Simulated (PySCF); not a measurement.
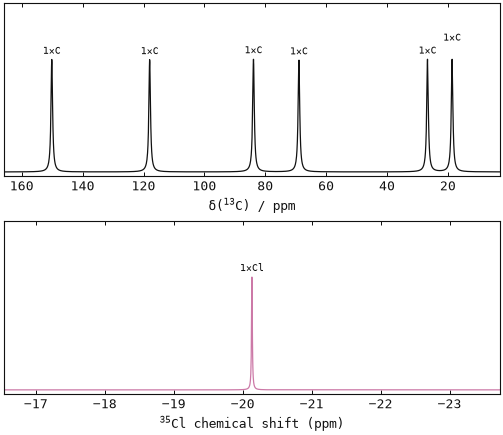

GIAO shifts, PBE/pcSseg-1 in PySCF 2.14.0, at a PBE0-D3(BJ)/def2-SVP geometry (no frequency check), against TMS for ¹³C and HCl for ³⁵Cl computed at the same level (Cl: the usual scale starts at aqueous chloride instead). Gas phase, fully decoupled, line heights follow the number of nuclei, widths are arbitrary (no quadrupolar broadening); values of one conformer, averaged over methyl-type rotors and exact or near symmetry; other conformers aren't averaged in.

Question: Which structure fits the spectrum?
A. C₆H₁₁ClOSi, SMILES [SiH3]O[C@@H]1C[C@]2(Cl)C[C@H]1C2
B. C₆H₁₁ClOSi, SMILES C=C[C@@H]1C[Si@@H](Cl)CCO1

Answer: B. Its ¹³C signals: 150.1 (1 C), 118.0 (1 C), 83.9 (1 C), 69.0 (1 C), 26.7 (1 C), 18.6 (1 C) ppm. Its ³⁵Cl signals: −20.1 (1 Cl) ppm.
